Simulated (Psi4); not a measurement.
# SiHOF2 (SMILES O[Si](F)F) at U-wB97M-V/def2-TZVPD (density fitting, sweep point 6)

Aim: the vertical doublet–quartet gap of SiHOF2 at U-wB97M-V/def2-TZVPD (density fitting, sweep point 6), from 2 runs. The job is set up through a Python script.

The results are computed with Psi4 1.11.

4 further runs of the same task are left out: 4 set aside as unsound or not needed.

**1. The structure to begin with**

SiHOF2 has 5 atoms, charge 0, and is taken as a doublet. SMILES: `O[Si](F)F`. The shape is that of a PBE0-D4/def2-TZVP optimisation. This is one conformer, not always the lowest.

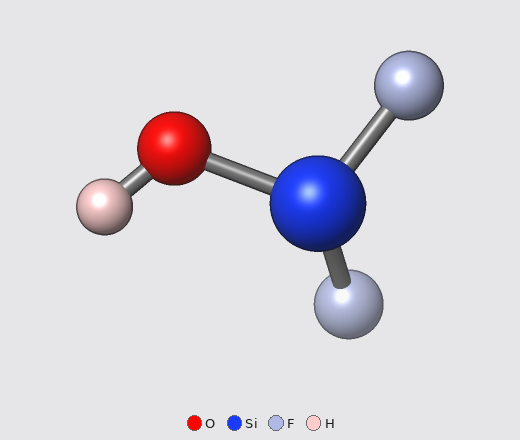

The structure, seen from a chosen angle (oxygen red, silicon blue, fluorine light blue, hydrogen pink).

**2. The energy at U-wB97M-V/def2-TZVPD (density fitting, sweep point 6)**

File calc.py:

```python
import psi4

psi4.set_memory(1600000000)
psi4.set_num_threads(1)
psi4.core.set_output_file('f2hosi.out', False)

molecule = psi4.geometry("""
0 2
O      0.144800     1.087900    -0.214100
Si    -0.086900    -0.365800     0.478600
F      1.362100    -0.934000     0.772500
F     -0.797000    -1.371300    -0.531000
H     -0.623100     1.583200    -0.506000
units angstrom
symmetry c1
""")

psi4.set_options({
    'basis': 'def2-TZVPD',
    'reference': 'uks',
    'puream': True,
    'scf_type': 'df',
    'dft_radial_points': 99,
    'dft_spherical_points': 590,
    'maxiter': 150,
})

result = psi4.energy('wb97m-v')
print(f'wb97m-v energy: {result:.10f} Eh')
```

On the command line:

```bash
python calc.py
```

f2hosi.out:

```text
[...]
  Running in c1 symmetry.
[...]
  Nuclear repulsion =  177.109287461459019
[...]
  Multiplicity = 2
[...]
  Nalpha       = 21
  Nbeta        = 20
[...]
    Number of basis functions: 172
[...]
   @DF-UKS iter   1:  -564.99724796460168   -6.04084e-01   4.48190e-03 DIIS/ADIIS
[...]
   @DF-UKS iter   9:  -565.18949938796720   -3.62764e-08   5.81426e-07 DIIS
[...]
   @S^2 Observed:                7.510182116E-01
[...]
    Orbital Energies [Eh]
    ---------------------
    Alpha Occupied:
       1A    -66.495597     2A    -24.917597     3A    -24.916790
       4A    -19.374714     5A     -5.521188     6A     -3.837797
       7A     -3.835305     8A     -3.834113     9A     -1.354850
      10A     -1.336430    11A     -1.174511    12A     -0.720587
      13A     -0.655142    14A     -0.625225    15A     -0.597955
      16A     -0.579536    17A     -0.563334    18A     -0.549665
      19A     -0.526505    20A     -0.486556    21A     -0.330833
    Alpha Virtual:
      22A      0.026797    23A      0.055517    24A      0.063454
      25A      0.075413    26A      0.098149    27A      0.103735
[...]
  @DF-UKS Final Energy:  -565.18949938796720
   => Energetics <=
    Nuclear Repulsion Energy =            177.1092874614590187
    One-Electron Energy =               -1136.7472471564408352
    Two-Electron Energy =                 432.3330742196736765
    DFT Exchange-Correlation Energy =     -38.0550985797123076
    Empirical Dispersion Energy =           0.0000000000000000
    VV10 Nonlocal Energy =                  0.1704846670533390
    Total Energy =                       -565.1894993879672029
[...]
 Multipole Moments:
 ------------------------------------------------------------------------------------
     Multipole            Electronic (a.u.)      Nuclear  (a.u.)        Total (a.u.)
 ------------------------------------------------------------------------------------
 L = 1.  Multiply by 2.5417464519 to convert [e a0] to [Debye]
 Dipole X            :          0.3120671           -1.0073125           -0.6952454
 Dipole Y            :         -2.6498105            3.2666125            0.6168020
 Dipole Z            :          0.5988838           -0.5366228            0.0622610
 Magnitude           :                                                    0.9314973
[...]
```

The script printed:

```text
wb97m-v energy: -565.1894993880 Eh
```

It took 2.5 min on 1 thread of Intel Xeon Platinum 8259CL at 2.50GHz (Skylake/Cascade Lake), shared host; peak memory 1.2 GiB.

**3. The quartet**

File f2hosi.py:

```python
import psi4

psi4.set_memory('1600 MB')
psi4.set_num_threads(1)
psi4.set_output_file('output.dat', False)

mol = psi4.geometry("""
0 4
O      0.144800     1.087900    -0.214100
Si    -0.086900    -0.365800     0.478600
F      1.362100    -0.934000     0.772500
F     -0.797000    -1.371300    -0.531000
H     -0.623100     1.583200    -0.506000
symmetry c1
""")

psi4.set_options({
    'reference': 'uks',
    'puream': True,
    'scf_type': 'df',
    'dft_radial_points': 99,
    'dft_spherical_points': 590,
    'maxiter': 150,
})

energy_value = psi4.energy("wb97m-v/def2-TZVPD", molecule=mol)
print(f'total energy {energy_value:.8f} hartree = {energy_value * 27.211386:.5f} eV')
```

On the command line:

```bash
python f2hosi.py
```

output.dat:

```text
[...]
  Running in c1 symmetry.
[...]
  Nuclear repulsion =  177.109287461459019
[...]
  Multiplicity = 4
[...]
  Nalpha       = 22
  Nbeta        = 19
[...]
    Number of basis functions: 172
[...]
   @DF-UKS iter   1:  -564.76934061632699   -3.76177e-01   2.95093e-03 ADIIS/DIIS
[...]
   @DF-UKS iter  16:  -564.86921126668562   -1.98627e-07   3.98081e-07 DIIS
[...]
   @S^2 Observed:                3.753136525E+00
[...]
    Orbital Energies [Eh]
    ---------------------
    Alpha Occupied:
       1A    -66.559710     2A    -24.966159     3A    -24.963945
       4A    -19.576516     5A     -5.587025     6A     -3.903548
       7A     -3.901238     8A     -3.899815     9A     -1.404175
      10A     -1.382576    11A     -1.358605    12A     -0.849915
      13A     -0.736161    14A     -0.721940    15A     -0.694991
      16A     -0.663208    17A     -0.634643    18A     -0.623670
      19A     -0.606940    20A     -0.590154    21A     -0.393825
      22A     -0.166371
    Alpha Virtual:
      23A      0.027782    24A      0.036726    25A      0.058109
[...]
  @DF-UKS Final Energy:  -564.86921126668562
   => Energetics <=
    Nuclear Repulsion Energy =            177.1092874614590187
    One-Electron Energy =               -1133.4064389042941912
    Two-Electron Energy =                 429.2260926145424946
    DFT Exchange-Correlation Energy =     -37.9682264144549819
    Empirical Dispersion Energy =           0.0000000000000000
    VV10 Nonlocal Energy =                  0.1700739760620650
    Total Energy =                       -564.8692112666856247
[...]
 Multipole Moments:
 ------------------------------------------------------------------------------------
     Multipole            Electronic (a.u.)      Nuclear  (a.u.)        Total (a.u.)
 ------------------------------------------------------------------------------------
 L = 1.  Multiply by 2.5417464519 to convert [e a0] to [Debye]
 Dipole X            :          1.6194105           -1.0073125            0.6120981
 Dipole Y            :         -3.8821627            3.2666125           -0.6155502
 Dipole Z            :          1.2357947           -0.5366228            0.6991719
 Magnitude           :                                                    1.1146333
[...]
```

The script printed:

```text
total energy -564.86921127 hartree = -15370.87415 eV
```

Wall time 4.2 min (1 thread of Intel Xeon Platinum 8259CL at 2.50GHz (Skylake/Cascade Lake), shared host); peak memory 1.2 GiB.

**4. Results**

At U-wB97M-V/def2-TZVPD (density fitting, sweep point 6):

| quantity | value |
| --- | --- |
| doublet: total energy | -565.18950 Eh |
| doublet: dipole moment | 2.37 D |
| doublet: HOMO energy (highest over α and β) | -9.00 eV |
| doublet: LUMO energy (lowest over α and β) | -1.41 eV |
| doublet: ⟨S²⟩ | 0.751 |
| quartet: total energy | -564.86921 Eh |
| quartet: dipole moment | 2.83 D |
| quartet: HOMO energy (highest over α and β) | -4.53 eV |
| quartet: ⟨S²⟩ | 3.753 |
| vertical energy of the quartet above the doublet | 8.715 eV |

What this shows: At this shape the quartet lies 8.72 eV (841 kJ/mol) above the doublet.
